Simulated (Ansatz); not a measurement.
**Molecular dynamics, with input and output: B₂SiH₃Br (part 3 of 3)**

Continued. System: B₂SiH₃Br. Method: UKS B3LYP/def2-SVP (Ansatz 0.2.0). It belongs to a series of runs on one base structure; here: dynamics from the highest image of the converged band.

Geometry of the input (Å):
```
Br -1.6747  -2.1462  0.8297
B  -0.1381  -1.1699  0.4321
B  1.1783  -0.4033  0.1182
Si -0.0994  1.0456  -0.4008
H  2.3767  -0.4322  0.1050
H  -0.7682  1.9493  0.5805
H  -0.8134  1.0887  -1.7104
```

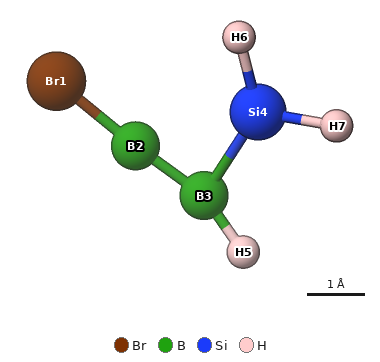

Fig. 1: The geometry at step 111 of the log (ball-and-stick view, seen at a tilt; atoms are numbered from 1 in the order of the input).

Trajectory as extended XYZ, continued
```
7
Properties=species:S:1:pos:R:3:forces:R:3 step=15 time_fs=7.5 energy=-79312.14013 temperature=107.2
Br   -1.6736   -2.1450    0.8284    0.2213   0.2137   0.0033
B    -0.1278   -1.1485    0.4476   -0.8054  -0.6018   0.2088
B     1.1781   -0.4254    0.1281    0.7017   0.5530  -0.0649
Si   -0.1059    1.0475   -0.4046    0.2463  -0.2502   0.1553
H     2.3807   -0.5005    0.0160   -0.2994   0.0173  -0.1636
H    -0.8415    1.8290    0.6376   -0.1341  -0.0778  -0.1312
H    -0.7595    1.1316   -1.7433    0.0695   0.1457  -0.0078
7
Properties=species:S:1:pos:R:3:forces:R:3 step=22 time_fs=11.0 energy=-79312.18104 temperature=170.5
Br   -1.6727   -2.1439    0.8278    0.0795   0.1469   0.0784
B    -0.1347   -1.1472    0.4578   -0.3199  -0.3793   0.0881
B     1.1844   -0.4277    0.1321    0.3145   0.5864  -0.0056
Si   -0.1072    1.0466   -0.4059    0.1742  -0.2911   0.3446
H     2.3780   -0.5310   -0.0529   -0.3792  -0.0127  -0.2055
H    -0.9048    1.7719    0.6577   -0.0294  -0.2483  -0.3661
H    -0.7258    1.1736   -1.7638    0.1604   0.1980   0.0661
7
Properties=species:S:1:pos:R:3:forces:R:3 step=30 time_fs=15.0 energy=-79312.28967 temperature=338.8
Br   -1.6715   -2.1425    0.8273   -0.1746  -0.0095   0.2060
B    -0.1462   -1.1504    0.4705    0.5149   0.0994  -0.1487
B     1.1940   -0.4224    0.1369   -0.9969   0.6937   0.2443
Si   -0.1076    1.0439   -0.4056    0.4431  -0.7251   0.2689
H     2.3322   -0.5697   -0.1643    0.1558  -0.1476  -0.4054
H    -0.9851    1.6739    0.6333   -0.2025  -0.1831  -0.1884
H    -0.6638    1.2506   -1.7794    0.2601   0.2722   0.0234
7
Properties=species:S:1:pos:R:3:forces:R:3 step=37 time_fs=18.5 energy=-79312.47675 temperature=628.2
Br   -1.6707   -2.1413    0.8271   -0.2879  -0.1136   0.3061
B    -0.1511   -1.1524    0.4800    0.7997   0.3868  -0.2893
B     1.1928   -0.4097    0.1434   -0.7994   0.8956   0.0238
Si   -0.1060    1.0384   -0.4042    0.7117  -1.2782   0.2162
H     2.2965   -0.6196   -0.3080   -0.4602  -0.1125  -0.2524
H    -1.0797    1.5643    0.5868   -0.3539  -0.1427  -0.0377
H    -0.5769    1.3521   -1.7892    0.3900   0.3646   0.0333
7
Properties=species:S:1:pos:R:3:forces:R:3 step=44 time_fs=22.0 energy=-79312.71626 temperature=998.1
Br   -1.6703   -2.1402    0.8274   -0.2257  -0.1230   0.2927
B    -0.1475   -1.1504    0.4865    0.6769   0.3668  -0.3043
B     1.1830   -0.3878    0.1497   -0.3941   0.6108  -0.5794
Si   -0.1017    1.0278   -0.4018    0.3462  -1.0761   0.2899
H     2.2108   -0.6797   -0.4759   -0.8108   0.1440   0.2907
H    -1.2094    1.4380    0.5321    0.0271  -0.1358  -0.2405
H    -0.4465    1.4928   -1.7930    0.3804   0.2133   0.2509
7
Properties=species:S:1:pos:R:3:forces:R:3 step=52 time_fs=26.0 energy=-79312.88836 temperature=1264.2
Br   -1.6702   -2.1392    0.8283    0.0237  -0.0207   0.2230
B    -0.1349   -1.1437    0.4900    0.1842   0.0718  -0.2078
B     1.1655   -0.3547    0.1497   -0.7055   0.3341  -0.5509
Si   -0.0951    1.0104   -0.3977   -0.1828  -0.5033   0.1214
H     2.0126   -0.7299   -0.6321   -0.0151   0.1709   0.2584
H    -1.3502    1.2763    0.4345    0.4759   0.0247  -0.3829
H    -0.2448    1.6814   -1.7588    0.2196  -0.0775   0.5388
7
Properties=species:S:1:pos:R:3:forces:R:3 step=59 time_fs=29.5 energy=-79312.85729 temperature=1216.1
Br   -1.6701   -2.1383    0.8294    0.2655   0.0913   0.1570
B    -0.1215   -1.1369    0.4906   -0.3440  -0.3134  -0.0871
B     1.1426   -0.3219    0.1434   -0.5130  -0.0919  -0.2751
Si   -0.0900    0.9928   -0.3936   -0.2564   0.1337  -0.2685
H     1.8305   -0.7528   -0.7366    0.5813   0.1305   0.0985
H    -1.4211    1.1383    0.3050    0.3113   0.3167  -0.1428
H    -0.0410    1.8390   -1.6653   -0.0448  -0.2669   0.5180
7
Properties=species:S:1:pos:R:3:forces:R:3 step=67 time_fs=33.5 energy=-79312.63397 temperature=871.0
Br   -1.6695   -2.1372    0.8309    0.4212   0.1690   0.1152
B    -0.1110   -1.1335    0.4901   -0.7309  -0.7011  -0.0107
B     1.1111   -0.2868    0.1320    0.5644  -1.2120  -0.3331
Si   -0.0855    0.9737   -0.3904   -0.3383   1.0776  -0.6497
H     1.6989   -0.7553   -0.8319    0.6025   0.3689   0.5266
H    -1.4644    1.0268    0.1393   -0.1833   0.5520   0.1713
H     0.1838    1.9828   -1.4889   -0.3356  -0.2543   0.1805
7
Properties=species:S:1:pos:R:3:forces:R:3 step=74 time_fs=37.0 energy=-79312.43755 temperature=567.4
Br   -1.6683   -2.1359    0.8325    0.3816   0.1570   0.1292
B    -0.1098   -1.1384    0.4894   -0.6852  -0.7797  -0.0538
B     1.0891   -0.2696    0.1187    1.0182  -2.0482   0.1428
Si   -0.0832    0.9616   -0.3903   -1.0217   1.9041  -0.7178
H     1.6618   -0.7151   -0.8567    0.7961   0.3537   0.4496
H    -1.5163    0.9957    0.0114   -0.0031   0.5584   0.1688
H     0.3408    2.0773   -1.3099   -0.4860  -0.1452  -0.1187
7
Properties=species:S:1:pos:R:3:forces:R:3 step=81 time_fs=40.5 energy=-79312.41846 temperature=538.0
Br   -1.6666   -2.1345    0.8342    0.1632   0.0711   0.1870
B    -0.1158   -1.1516    0.4880   -0.3121  -0.6294  -0.1963
B     1.0775   -0.2742    0.1070    0.7709  -2.2846   0.6384
Si   -0.0852    0.9575   -0.3933   -1.5057   2.3496  -0.6680
H     1.7187   -0.6348   -0.8318    1.0061   0.2221   0.1552
H    -1.5662    1.0284   -0.0967    0.3983   0.3919   0.1458
H     0.4419    2.1537   -1.1431   -0.5207  -0.1206  -0.2622
7
Properties=species:S:1:pos:R:3:forces:R:3 step=89 time_fs=44.5 energy=-79312.65640 temperature=905.5
Br   -1.6644   -2.1327    0.8365   -0.2509  -0.0959   0.2679
B    -0.1263   -1.1748    0.4837    0.2836  -0.3555  -0.3655
B     1.0748   -0.3093    0.1005    0.7702  -1.8354  -0.1831
Si   -0.0946    0.9645   -0.4000   -0.8661   2.0134  -0.4418
H     1.9144   -0.5073   -0.7664    0.2280   0.3083   0.8127
H    -1.5730    1.1191   -0.1978    0.2006   0.0923   0.2231
H     0.4852    2.2233   -0.9895   -0.3654  -0.1272  -0.3134
7
Properties=species:S:1:pos:R:3:forces:R:3 step=96 time_fs=48.0 energy=-79312.85279 temperature=1209.2
Br   -1.6628   -2.1312    0.8390   -0.6308  -0.2645   0.3102
B    -0.1326   -1.1994    0.4759    0.7335  -0.0653  -0.4140
B     1.0815   -0.3611    0.0933    0.8639  -0.6591  -0.8638
Si   -0.1069    0.9796   -0.4078    0.1343   1.0839  -0.0849
H     2.1176   -0.3610   -0.6153   -0.7136   0.0848   1.1117
H    -1.5552    1.2121   -0.2592   -0.3050  -0.1337   0.2472
H     0.4775    2.2691   -0.8938   -0.0823  -0.0461  -0.3065
7
Properties=species:S:1:pos:R:3:forces:R:3 step=104 time_fs=52.0 energy=-79312.97331 temperature=1395.5
Br   -1.6622   -2.1301    0.8423   -0.8646  -0.3893   0.2803
B    -0.1301   -1.2282    0.4615    0.9275   0.2416  -0.3246
B     1.0998   -0.4283    0.0745    0.3026   0.7277  -0.6739
Si   -0.1204    1.0022   -0.4171    0.4639   0.0923   0.2798
H     2.2555   -0.1853   -0.2956   -0.8207  -0.2897   0.5083
H    -1.5714    1.2979   -0.2961   -0.1686  -0.3771   0.1119
H     0.4579    2.3149   -0.8268    0.1600  -0.0055  -0.1817
7
Properties=species:S:1:pos:R:3:forces:R:3 step=111 time_fs=55.5 energy=-79312.90771 temperature=1294.2
Br   -1.6630   -2.1297    0.8457   -0.7807  -0.3862   0.1743
B    -0.1175   -1.2509    0.4451    0.5918   0.3015  -0.1223
B     1.1199   -0.4795    0.0500   -0.0196   1.6142  -0.3073
Si   -0.1302    1.0227   -0.4242    0.4730  -0.4458   0.4250
H     2.2746   -0.0646    0.0517   -0.6494  -0.4767  -0.1115
H    -1.6060    1.3277   -0.3139    0.2333  -0.4910  -0.0630
H     0.4577    2.3527   -0.7911    0.1516  -0.1160   0.0049
7
Properties=species:S:1:pos:R:3:forces:R:3 step=119 time_fs=59.5 energy=-79312.67704 temperature=937.6
Br   -1.6652   -2.1299    0.8499   -0.4542  -0.2962   0.0176
B    -0.0959   -1.2731    0.4250   -0.1192   0.1850   0.1335
B     1.1432   -0.5161    0.0184    0.0378   2.3570   0.2138
Si   -0.1386    1.0437   -0.4300    1.0324  -1.0738   0.4794
H     2.1993    0.0031    0.4282   -0.6423  -0.6592  -0.7965
H    -1.6177    1.2945   -0.3437    0.1292  -0.3612  -0.2040
H     0.4772    2.3796   -0.7491    0.0164  -0.1516   0.1561
7
Properties=species:S:1:pos:R:3:forces:R:3 step=126 time_fs=63.0 energy=-79312.48701 temperature=643.7
Br   -1.6679   -2.1305    0.8536   -0.1481  -0.2172  -0.0906
B    -0.0778   -1.2902    0.4087   -0.4659   0.1827   0.2026
B     1.1632   -0.5215   -0.0073   -0.8046   2.2142   0.4313
Si   -0.1415    1.0574   -0.4330    1.6514  -1.6573   0.5220
H     2.0598   -0.0152    0.6654    0.0544  -0.3882  -0.9646
H    -1.6128    1.2198   -0.3944   -0.1961  -0.1580  -0.2960
H     0.4972    2.3861   -0.6943   -0.0911   0.0238   0.1953
7
Properties=species:S:1:pos:R:3:forces:R:3 step=133 time_fs=66.5 energy=-79312.37681 temperature=473.5
Br   -1.6709   -2.1315    0.8571    0.0933  -0.1711  -0.1493
B    -0.0645   -1.3051    0.3945   -0.5329   0.2885   0.1428
B     1.1740   -0.5032   -0.0287   -1.9013   1.5964   0.1613
Si   -0.1376    1.0641   -0.4338    1.6542  -1.9564   0.5371
H     1.9284   -0.0769    0.7964    0.8764   0.0712  -0.5249
H    -1.6250    1.1259   -0.4796    0.0190  -0.0153  -0.3592
H     0.5065    2.3953   -0.6170   -0.2088   0.1868   0.1923
7
Properties=species:S:1:pos:R:3:forces:R:3 step=141 time_fs=70.5 energy=-79312.46375 temperature=607.9
Br   -1.6740   -2.1329    0.8609    0.2953  -0.1472  -0.1730
B    -0.0564   -1.3183    0.3801   -0.5497   0.4077   0.0691
B     1.1622   -0.4608   -0.0504   -1.8295   1.1759   0.5154
Si   -0.1249    1.0620   -0.4320    1.2364  -1.6818   0.3877
H     1.8922   -0.1425    0.8634    0.6867   0.0702  -0.6868
H    -1.6295    1.0170   -0.6266    0.5434   0.1140  -0.2672
H     0.4856    2.4291   -0.5015   -0.3825   0.0612   0.1547
7
Properties=species:S:1:pos:R:3:forces:R:3 step=148 time_fs=74.0 energy=-79312.70152 temperature=975.4
Br   -1.6764   -2.1344    0.8640    0.4136  -0.1389  -0.1782
B    -0.0558   -1.3252    0.3684   -0.5609   0.4888   0.0220
B     1.1308   -0.4101   -0.0634   -1.0064   0.5228   0.9898
Si   -0.1081    1.0527   -0.4287    0.9284  -0.8968   0.1707
H     1.9464   -0.1905    0.8371    0.1723   0.0235  -0.9563
H    -1.5732    0.9347   -0.7889    0.4773   0.1615  -0.1150
H     0.4212    2.4664   -0.3812   -0.4242  -0.1609   0.0670
7
Properties=species:S:1:pos:R:3:forces:R:3 step=156 time_fs=78.0 energy=-79312.91991 temperature=1312.7
Br   -1.6783   -2.1364    0.8671    0.4744  -0.1337  -0.1751
B    -0.0626   -1.3264    0.3552   -0.5526   0.5485  -0.0484
B     1.0822   -0.3465   -0.0657    0.1769  -0.9859   0.9280
Si   -0.0843    1.0379   -0.4241    0.1156   0.5253  -0.1373
H     2.0370   -0.2395    0.6798    0.0633   0.1301  -0.5013
H    -1.4479    0.8626   -0.9910   -0.0277   0.1163  -0.0065
H     0.2897    2.4874   -0.2352   -0.2500  -0.2006  -0.0593
7
Properties=species:S:1:pos:R:3:forces:R:3 step=163 time_fs=81.5 energy=-79312.82198 temperature=1161.4
Br   -1.6792   -2.1383    0.8696    0.4592  -0.1253  -0.1707
B    -0.0749   -1.3212    0.3432   -0.5025   0.5185  -0.0855
B     1.0416   -0.3019   -0.0566    1.7033  -2.5418   0.9113
Si   -0.0632    1.0271   -0.4207   -1.4229   1.9691  -0.6724
H     2.1237   -0.2677    0.4760   -0.0681   0.1479  -0.0493
H    -1.3353    0.8149   -1.1677   -0.1453   0.1158   0.2169
H     0.1428    2.4820   -0.1141   -0.0238  -0.0841  -0.1503
7
Properties=species:S:1:pos:R:3:forces:R:3 step=170 time_fs=85.0 energy=-79312.56459 temperature=763.9
Br   -1.6795   -2.1404    0.8718    0.3703  -0.1147  -0.1754
B    -0.0927   -1.3104    0.3303   -0.3810   0.3790  -0.0489
B     1.0195   -0.2843   -0.0377    2.9711  -3.2750   0.7907
Si   -0.0479    1.0243   -0.4202   -2.6041   2.7525  -1.1695
H     2.1992   -0.2791    0.2653   -0.4402   0.0945   0.3036
H    -1.2379    0.7816   -1.3180   -0.0842   0.1846   0.5322
H    -0.0073    2.4661   -0.0105    0.1681  -0.0208  -0.2328
7
Properties=species:S:1:pos:R:3:forces:R:3 step=178 time_fs=89.0 energy=-79312.44566 temperature=579.6
Br   -1.6792   -2.1430    0.8741    0.1795  -0.1024  -0.1969
B    -0.1179   -1.2931    0.3150   -0.1022   0.1643   0.0790
B     1.0316   -0.3059   -0.0064    2.0507  -2.1893   0.0192
Si   -0.0431    1.0346   -0.4253   -2.0504   1.9196  -0.8849
H     2.2317   -0.2796    0.0719   -0.0701  -0.0078   0.7457
H    -1.1432    0.7694   -1.4163   -0.3414   0.1906   0.5254
H    -0.1541    2.4448    0.0744    0.3340   0.0250  -0.2875
7
Properties=species:S:1:pos:R:3:forces:R:3 step=185 time_fs=92.5 energy=-79312.43088 temperature=556.7
Br   -1.6786   -2.1455    0.8757   -0.0122  -0.0947  -0.2243
B    -0.1412   -1.2759    0.3026    0.2525   0.0643   0.2088
B     1.0661   -0.3506    0.0216    0.3631  -0.6266  -0.6786
Si   -0.0481    1.0523   -0.4337   -0.7317   0.4954  -0.2003
H     2.2497   -0.2801   -0.0086    0.3868  -0.0672   0.8839
H    -1.1025    0.7818   -1.4384   -0.6696   0.0903   0.2579
H    -0.2421    2.4297    0.1136    0.4111   0.1385  -0.2475
7
Properties=species:S:1:pos:R:3:forces:R:3 step=193 time_fs=96.5 energy=-79312.43983 temperature=570.6
Br   -1.6779   -2.1485    0.8772   -0.1572  -0.0885  -0.2591
B    -0.1643   -1.2552    0.2912    0.5929   0.0958   0.3475
B     1.1113   -0.4098    0.0445   -0.2935   0.6248  -1.0932
Si   -0.0576    1.0750   -0.4444    0.0854  -0.7191   0.0523
H     2.3113   -0.2907    0.0244   -0.1645  -0.1343   0.7997
H    -1.1465    0.8088   -1.4235   -0.4801   0.0186   0.2899
H    -0.2842    2.4326    0.1241    0.4169   0.2027  -0.1372
7
Properties=species:S:1:pos:R:3:forces:R:3 step=200 time_fs=100.0 energy=-79312.47693 temperature=628.1
Br   -1.6776   -2.1512    0.8781   -0.1633  -0.0594  -0.3208
B    -0.1778   -1.2360    0.2852    0.7288   0.1936   0.4490
B     1.1475   -0.4552    0.0521   -0.7425   1.2497  -1.1744
Si   -0.0658    1.0918   -0.4536    0.2535  -1.3725   0.0710
H     2.3508   -0.3157    0.1534   -0.5016  -0.1204   0.5891
H    -1.2444    0.8356   -1.3726    0.0022   0.0126   0.5203
H    -0.2684    2.4590    0.1143    0.4229   0.0964  -0.1342
```
